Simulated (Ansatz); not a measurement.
```tsv
atom	x (Å)	y (Å)	z (Å)
N	-2.8822	-0.4430	0.2692
O	-2.4918	-0.9415	-0.8940
Sn	-3.5454	0.0065	1.9689
H	-2.0298	-0.2292	-1.3623
```

Geometry: PBE0-D3(BJ)/def2-SVP; core potentials replace the inner electrons of Sn.

Method: isolated molecule in a Gaussian basis; Kohn-Sham density functional theory, functional PBE0 (Ansatz).

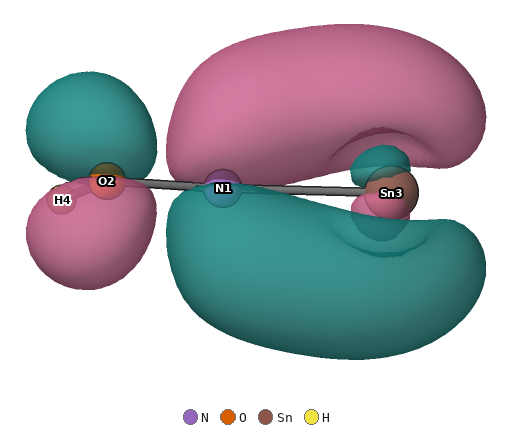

HNOSn (SMILES O[N]=[Sn]). The HOMO at ±0.1 Å⁻³ᐟ² (teal and pink are the two phases), seen from one side.

Q: Where does this orbital lie, and at what energy?

A: Its weight (Hirshfeld) is mainly on N1 (about 40 %), Sn3 (about 35 %) and O2 (about 25 %); it changes sign across the molecular plane (π type); π-bonding across N1–Sn3; π-antibonding (a node) across N1–O2. Its energy is −5.70 eV.
